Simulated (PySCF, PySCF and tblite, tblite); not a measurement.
# trifluoroacetic acid (C₂HF₃O₂): conformers and averaged spectra

Which conformers does trifluoroacetic acid (C₂HF₃O₂) (`O=C(O)C(F)(F)F`) populate, and what do their averaged NMR parameters look like?

Programs: PySCF 2.14.0 with density-fitted response routines of our own, and tblite 0.8.0. All values are computed, except where a source is named. Atoms count from 0 throughout.

## 1. The molecule as given

8 atoms, charge 0, multiplicity 1; geometry from: MMFF94s geometry.

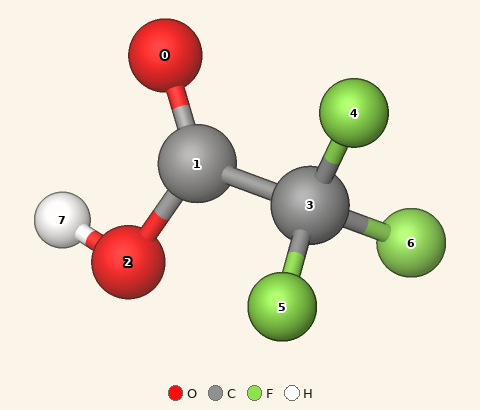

The starting geometry (oxygen red, carbon grey, fluorine green, hydrogen white), atoms numbered.

## 2. GFN2-xTB relaxation, conformer 1

What the job is given:

```
{"job": {"xc": "GFN2-xTB", "basis": "xTB", "kind": "relax"}, "charge": 0, "multiplicity": 1}
O      1.021600     1.307300    -0.623500
C      0.540100     0.280000    -0.172700
O      1.408600    -0.702200     0.249600
C     -0.936100    -0.046600     0.048200
F     -1.767000     0.719500    -0.688000
F     -1.244100    -1.347500    -0.255100
F     -1.312500     0.130600     1.350300
H      2.298500    -0.331600     0.066600
```

Launch:

```console
OMP_NUM_THREADS=1 python ens_run.py task.json out
```

The driver reads the study from task.json and runs its stages one after another.

The log of the run:

```text
step      E/eV     max force
  0    -737.56164    3.129
  1    -737.70434    2.623
  2    -737.73738    1.732
  3    -737.76506    0.663
  4    -737.78316    0.510
  5    -737.81148    0.574
  6    -737.82201    0.326
  7    -737.82580    0.139
  8    -737.82729    0.163
  9    -737.82816    0.122
 10    -737.82876    0.096
 11    -737.82959    0.090
 12    -737.83035    0.117
 13    -737.83087    0.080
 14    -737.83119    0.074
 15    -737.83150    0.065
 16    -737.83187    0.095
 17    -737.83214    0.075
 18    -737.83224    0.026
 19    -737.83224    0.026
 20    -737.83226    0.021
 21    -737.83230    0.021
 22    -737.83232    0.015
 23    -737.83233    0.012
 24    -737.83234    0.014
 25    -737.83236    0.017
 26    -737.83240    0.024
 27    -737.83246    0.032
 28    -737.83255    0.036
 29    -737.83269    0.039
 30    -737.83290    0.051
 31    -737.83327    0.077
 32    -737.83384    0.135
 33    -737.83443    0.123
 34    -737.83492    0.093
 35    -737.83501    0.132
 36    -737.83537    0.056
 37    -737.83548    0.034
 38    -737.83568    0.043
 39    -737.83574    0.037
 40    -737.83583    0.020
 41    -737.83586    0.017
 42    -737.83589    0.019
 43    -737.83594    0.027
 44    -737.83598    0.026
 45    -737.83601    0.015
 46    -737.83603    0.020
 47    -737.83604    0.013
 48    -737.83605    0.012
 49    -737.83606    0.009
 50    -737.83606    0.004
```

Wall time 0.15 s (1 thread of Intel Xeon Platinum 8559C, shared host).

Relaxing gained 0.274 eV and moved the atoms by 0.18 Å on average (rms).

## 3. Shieldings, conformer 1: KT2/pcSseg-1 in chloroform

What the job is given:

```
{"job": {"xc": "KT2", "basis": "pcSseg-1", "solvent": "chloroform", "kind": "nmr", "pop": true}, "charge": 0, "multiplicity": 1}
O      0.913391     1.229887    -0.882315
C      0.565693     0.301091    -0.223991
O      1.338831    -0.578091     0.378490
C     -0.928684    -0.051120     0.050770
F     -1.749191     0.810637    -0.541689
F     -1.223478    -1.274231    -0.401013
F     -1.191582    -0.031985     1.361332
H      2.284078    -0.396776     0.233851
```

The log of the run:

```text
coarse grid: 8224 points
cycle   1  E = -533.5248365114  dE =  1.457e+00  |g| = 1.477e+00  |ddm| = 2.571e+00
cycle   2  E = -532.0553037503  dE =  1.470e+00  |g| = 3.215e+00  |ddm| = 2.900e+00
cycle   3  E = -533.8308809656  dE = -1.776e+00  |g| = 5.357e-01  |ddm| = 2.406e+00
cycle   4  E = -533.8709270263  dE = -4.005e-02  |g| = 2.913e-01  |ddm| = 4.883e-01
cycle   5  E = -533.8860772450  dE = -1.515e-02  |g| = 5.189e-02  |ddm| = 1.883e-01
cycle   6  E = -533.8866422240  dE = -5.650e-04  |g| = 1.024e-02  |ddm| = 4.359e-02
cycle   7  E = -533.8866595437  dE = -1.732e-05  |g| = 4.666e-03  |ddm| = 7.710e-03
cycle   8  E = -533.8866627044  dE = -3.161e-06  |g| = 1.062e-03  |ddm| = 3.129e-03
final grid: 85016 points
cycle   9  E = -534.0961337566  dE = -1.759e-04  |g| = 4.164e-02  |ddm| = 5.114e-02
cycle  10  E = -534.0956098653  dE =  5.239e-04  |g| = 7.190e-02  |ddm| = 5.727e-02
cycle  11  E = -534.0963860464  dE = -7.762e-04  |g| = 4.457e-03  |ddm| = 3.672e-02
cycle  12  E = -534.0963892236  dE = -3.177e-06  |g| = 1.594e-03  |ddm| = 3.669e-03
cycle  13  E = -534.0963896740  dE = -4.504e-07  |g| = 4.879e-04  |ddm| = 1.109e-03
cycle  14  E = -534.0963897148  dE = -4.081e-08  |g| = 1.326e-04  |ddm| = 3.310e-04
cycle  15  E = -534.0963897181  dE = -3.216e-09  |g| = 3.111e-05  |ddm| = 9.175e-05
cycle  16  E = -534.0963897183  dE = -1.965e-10  |g| = 2.548e-06  |ddm| = 2.088e-05
converged SCF energy = -534.0963897183

GIAO shielding tensors (ppm)
atom      isotropic    diamagn.    paramagn.     s11        s22        s33       span
  0 O      -56.159     401.579    -457.738   -245.044   -200.245    276.813    521.857
  1 C       32.673     250.492    -217.819    -60.786     71.288     87.519    148.305
  2 O      133.354     392.781    -259.427    -13.403    181.298    232.167    245.570
  3 C       60.989     241.265    -180.277     44.166     60.315     78.485     34.319
  4 F      250.965     471.936    -220.971    176.216    245.397    331.282    155.066
  5 F      240.122     473.698    -233.575    160.562    227.148    332.656    172.094
  6 F      240.085     473.708    -233.623    160.504    227.139    332.611    172.106
  7 H       24.219      28.839      -4.620     18.946     21.051     32.659     13.713
```

It took 10 s on 1 thread of Intel Xeon Platinum 8559C, shared host; peak memory 0.51 GiB.

This run: HOMO -7.55 eV, LUMO -1.96 eV; dipole 2.78 D.

Orbitals, density, ELF and potential are computed afterwards from the orbital file.

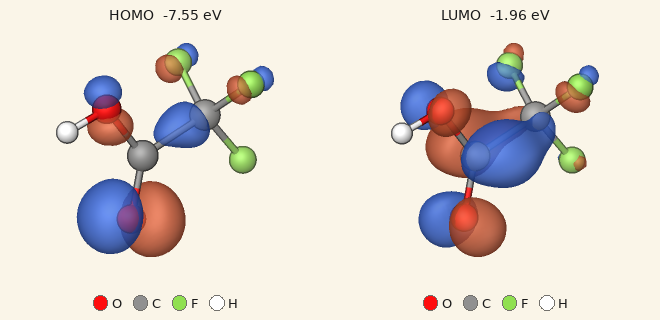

KT2/pcSseg-1 orbitals near the gap, drawn at the value that encloses 70 % of each; the two colours are the two signs.

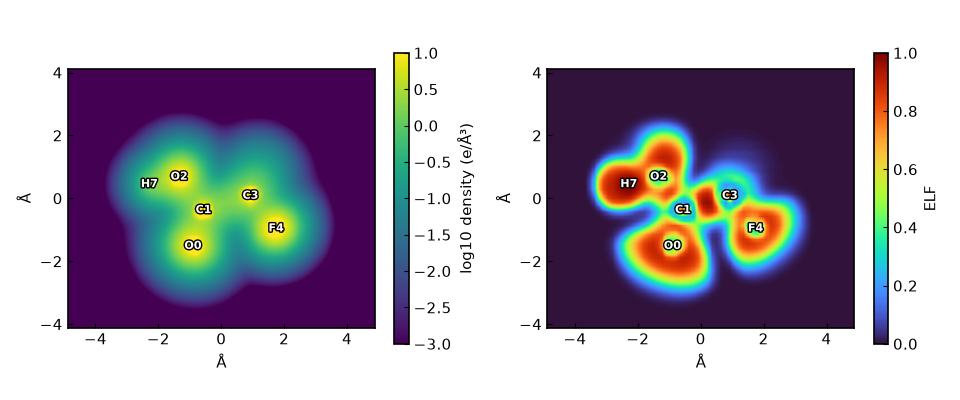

Density (left) and ELF (right) in a plane through or near 6 of the atoms.

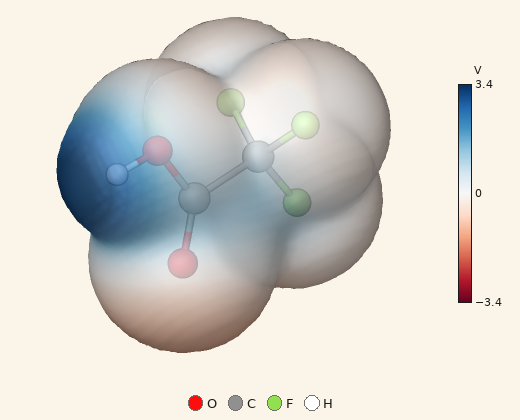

The potential that a unit positive charge feels on the 0.002 e/bohr³ surface, from the 1st to the 99th percentile, from -1.25 V near O0 to 3.40 V near H7.

## 4. Single-point energy, conformer 1: B3LYP/def2-SVP in chloroform

Changed since step 3:

```diff
@@ -1,2 +1,2 @@
-{"job": {"xc": "KT2", "basis": "pcSseg-1", "solvent": "chloroform", "kind": "nmr", "pop": true}, "charge": 0, "multiplicity": 1}
+{"job": {"xc": "B3LYP", "basis": "def2-SVP", "solvent": "chloroform", "kind": "sp"}, "charge": 0, "multiplicity": 1}
 O      0.913391     1.229887    -0.882315
```

The log of the run:

```text
coarse grid: 8224 points
cycle   1  E = -526.0056066017  dE =  1.394e+00  |g| = 1.325e+00  |ddm| = 3.165e+00
cycle   2  E = -525.2300740639  dE =  7.755e-01  |g| = 2.481e+00  |ddm| = 2.648e+00
cycle   3  E = -526.2999561025  dE = -1.070e+00  |g| = 3.323e-01  |ddm| = 1.901e+00
cycle   4  E = -526.3167370532  dE = -1.678e-02  |g| = 1.516e-01  |ddm| = 3.258e-01
cycle   5  E = -526.3208648755  dE = -4.128e-03  |g| = 1.909e-02  |ddm| = 1.088e-01
cycle   6  E = -526.3209434763  dE = -7.860e-05  |g| = 4.659e-03  |ddm| = 2.014e-02
cycle   7  E = -526.3209474233  dE = -3.947e-06  |g| = 1.515e-03  |ddm| = 4.076e-03
final grid: 85016 points
cycle   8  E = -526.4039322396  dE = -2.512e-05  |g| = 5.644e-03  |ddm| = 1.588e-02
cycle   9  E = -526.4039201596  dE =  1.208e-05  |g| = 9.965e-03  |ddm| = 1.003e-02
cycle  10  E = -526.4039372651  dE = -1.711e-05  |g| = 1.310e-03  |ddm| = 7.023e-03
cycle  11  E = -526.4039375648  dE = -2.997e-07  |g| = 2.572e-04  |ddm| = 1.037e-03
cycle  12  E = -526.4039375758  dE = -1.104e-08  |g| = 7.068e-05  |ddm| = 2.161e-04
cycle  13  E = -526.4039375768  dE = -9.347e-10  |g| = 1.958e-05  |ddm| = 6.291e-05
converged SCF energy = -526.4039375768
```

It took 2.9 s on 1 thread of Intel Xeon Platinum 8559C, shared host; peak memory 0.53 GiB.

Key values: HOMO -8.59 eV, LUMO -0.90 eV; dipole 2.83 D.

## 5. Couplings, conformer 1: B3LYP/pcJ-1

Changed since step 4:

```diff
@@ -1,2 +1,2 @@
-{"job": {"xc": "B3LYP", "basis": "def2-SVP", "solvent": "chloroform", "kind": "sp"}, "charge": 0, "multiplicity": 1}
+{"job": {"xc": "B3LYP", "basis": "pcJ-1", "kind": "j"}, "charge": 0, "multiplicity": 1}
 O      0.913391     1.229887    -0.882315
```

The log of the run:

```text
coarse grid: 8224 points
cycle   1  E = -526.4234065777  dE =  1.414e+00  |g| = 1.344e+00  |ddm| = 2.588e+00
cycle   2  E = -525.5664284466  dE =  8.570e-01  |g| = 2.640e+00  |ddm| = 2.108e+00
cycle   3  E = -526.6971550079  dE = -1.131e+00  |g| = 4.063e-01  |ddm| = 1.595e+00
cycle   4  E = -526.7210143881  dE = -2.386e-02  |g| = 1.798e-01  |ddm| = 3.076e-01
cycle   5  E = -526.7262886415  dE = -5.274e-03  |g| = 2.395e-02  |ddm| = 9.808e-02
cycle   6  E = -526.7263989166  dE = -1.103e-04  |g| = 6.280e-03  |ddm| = 1.917e-02
cycle   7  E = -526.7264061472  dE = -7.231e-06  |g| = 1.486e-03  |ddm| = 4.191e-03
final grid: 85016 points
cycle   8  E = -526.8051066155  dE = -2.138e-04  |g| = 7.324e-03  |ddm| = 1.341e-02
cycle   9  E = -526.8050882564  dE =  1.836e-05  |g| = 1.252e-02  |ddm| = 9.198e-03
cycle  10  E = -526.8051126120  dE = -2.436e-05  |g| = 2.162e-03  |ddm| = 7.039e-03
cycle  11  E = -526.8051132712  dE = -6.592e-07  |g| = 9.912e-04  |ddm| = 1.639e-03
cycle  12  E = -526.8051134191  dE = -1.479e-07  |g| = 1.479e-04  |ddm| = 5.011e-04
cycle  13  E = -526.8051134229  dE = -3.863e-09  |g| = 2.541e-05  |ddm| = 9.767e-05
cycle  14  E = -526.8051134230  dE = -7.640e-11  |g| = 1.185e-05  |ddm| = 1.721e-05
converged SCF energy = -526.8051134230

Indirect spin-spin couplings (Hz)
  i      j    bonds     total        FC       PSO       DSO        SD
  0 O    1 C    1     27.874    17.567    13.508    -0.125    -3.077
  0 O    2 O    2     -7.358    -0.850    -7.895    -0.038     1.425
  0 O    3 C    2     -6.488    -4.886    -0.746    -0.018    -0.837
  0 O    4 F    3     -0.891    -0.204     0.143    -0.025    -0.806
  0 O    5 F    3     -0.839    -0.771    -1.775     0.186     1.521
  0 O    6 F    3     -0.790    -0.778    -1.749     0.185     1.552
  0 O    7 H    3      2.264    -0.817     2.494     0.074     0.512
  1 C    2 O    1     31.862    24.525     7.132    -0.170     0.374
  1 C    3 C    1    112.810   111.954    -0.761     0.518     1.099
  1 C    4 F    2     48.572    46.466     0.309     0.236     1.560
  1 C    5 F    2     43.302    42.298    -0.384     0.272     1.115
  1 C    6 F    2     43.291    42.303    -0.390     0.273     1.105
  1 C    7 H    2     -5.357    -3.768    -0.953    -0.494    -0.142
  2 O    3 C    2    -30.877   -30.786    -0.090    -0.062     0.060
  2 O    4 F    3     -8.179    -5.367    -2.174     0.219    -0.857
  2 O    5 F    3      3.058     1.980     0.770    -0.050     0.358
  2 O    6 F    3      3.034     1.958     0.762    -0.050     0.363
  2 O    7 H    1    -83.128   -73.113    -9.583    -0.398    -0.034
  3 C    4 F    1   -357.500  -324.144   -42.223     1.450     7.416
  3 C    5 F    1   -367.234  -340.486   -36.949     1.455     8.746
  3 C    6 F    1   -367.104  -340.389   -36.926     1.455     8.756
  3 C    7 H    3     13.206    13.140     0.564    -0.540     0.043
  4 F    5 F    2     52.469    37.385   -35.321    -0.374    50.780
  4 F    6 F    2     52.942    37.654   -35.166    -0.374    50.827
  4 F    7 H    4      5.976     5.819     2.147    -2.106     0.117
  5 F    6 F    2     99.112    43.330    -4.245    -0.336    60.362
  5 F    7 H    4     -0.717    -0.947     2.181    -2.008     0.057
  6 F    7 H    4     -0.706    -0.936     2.180    -2.006     0.057
```

Run time: 28 s. Hardware: 1 thread of Intel Xeon Platinum 8559C, shared host; peak memory 0.92 GiB.

This run: HOMO -8.96 eV, LUMO -1.30 eV; dipole 2.53 D.

## 6. Boltzmann average: properties at KT2/pcSseg-1 in chloroform

What the job is given:

```
{"job": {"study": "conf", "smiles": "O=C(O)C(F)(F)F", "search": {"seed": 7315, "n_embed": 60, "ff_keep": 14, "window": 3.0, "nmax": 10, "temps": [200, 250, 298.15, 350, 400], "t_ref": 298.15, "order": 0.0005}, "level": {"nmr": {"xc": "KT2", "basis": "pcSseg-1", "solvent": "chloroform"}, "sp": {"xc": "B3LYP", "basis": "def2-SVP", "solvent": "chloroform"}, "j": {"xc": "B3LYP", "basis": "pcJ-1"}}, "kind": "conf"}, "charge": 0, "multiplicity": 1}
O      0.913391     1.229887    -0.882315
C      0.565693     0.301091    -0.223991
O      1.338831    -0.578091     0.378490
C     -0.928684    -0.051120     0.050770
F     -1.749191     0.810637    -0.541689
F     -1.223478    -1.274231    -0.401013
F     -1.191582    -0.031985     1.361332
H      2.284078    -0.396776     0.233851
```

The log of the run:

```text
conformer  sym    E(xTB)   E(DFT)   G(298.15 K)  weight  dipole/D
    1     Cs      0.000    0.000    0.000   1.0000    2.832

mean shielding (ppm) by class
class atoms           200 K      250 K   298.15 K      350 K      400 K
  0 O  0            -56.159    -56.159    -56.159    -56.159    -56.159
  1 C  1             32.673     32.673     32.673     32.673     32.673
  2 O  2            133.354    133.354    133.354    133.354    133.354
  3 C  3             60.989     60.989     60.989     60.989     60.989
  4 F  4,5,6        243.724    243.724    243.724    243.724    243.724
  5 H  7             24.219     24.219     24.219     24.219     24.219
```

Wall time 42 s (1 thread of Intel Xeon Platinum 8559C, shared host). This counts the runs that the step sums up.

The search (ETKDG, MMFF94s, GFN2-xTB) embedded 60 structures, kept 1 distinct ones after the force field and 1 after xTB; 1 was carried on (window 3.0 kcal/mol at the search's own energies). Energies: B3LYP/def2-SVP in chloroform with D3(BJ).

The conformers at 298 K:

```
no.  group  mirror pair  ΔE xTB  ΔE DFT    ΔG  weight (%)  μ (D)  O0–C1–O2–H7 (°)     A, B, C (GHz)
  1     Cs           no    0.00    0.00  0.00       100.0   2.83                0  3.90, 2.47, 2.05
```

Energies in kcal/mol. ΔG holds xTB vibrations and rotation, symmetry numbers and mirror pairs.

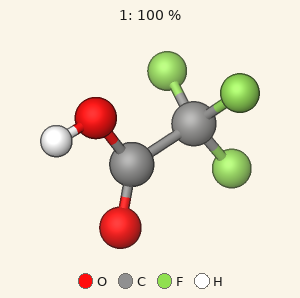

The one conformer.

Shifts against references run at the same level (¹H TMS 31.60, ¹³C TMS 186.2 ppm of shielding), by class of atoms, at 298 K:

| atoms | environment | average |
| --- | --- | --- |
| C1 | carboxylic acid carbon | 153.5 |
| C3 | CF3 carbon | 125.2 |
| H7 | hydrogen on an acid hydroxyl oxygen | 7.38 |
| O0 | carbonyl oxygen | -56.2 (σ) |
| O2 | acid hydroxyl oxygen | 133.4 (σ) |
| F4, F5, F6 | fluorine of a CF3 group | 243.7 (σ) |

Couplings (Hz, B3LYP/pcJ-1; one pair named for each class), from conformers that hold 100 % of the weight:

```
 pair  bonds  average
C3–F4      1   -363.9
C1–C3      1    112.8
O2–H7      1    -83.1
C1–O2      1     31.9
O0–C1      1     27.9
F4–F5      2     68.2
C1–F4      2     45.1
O2–C3      2    -30.9
O0–O2      2     -7.4
O0–C3      2     -6.5
C1–H7      2     -5.4
C3–H7      3     13.2
O0–H7      3      2.3
O0–F4      3     -0.8
O2–F4      3     -0.7
F4–H7      4      1.5
```

## 7. Outcome

| quantity | value |
| --- | --- |
| conformers | 1; the first in weight is no. 1 (Cs), 100 % at 298 K |
| root-mean-square dipole | 2.83 D |
| averaged ¹³C shifts (KT2/pcSseg-1 in chloroform) | 153.5, 125.2 ppm |
| averaged ¹H shifts (KT2/pcSseg-1 in chloroform) | 7.38 ppm |

What this shows: The search found one conformer in the window, so the averages are its own values. Protons on O, N, S or Se exchange and bind to solvent, so their values hold for the lone molecule only.
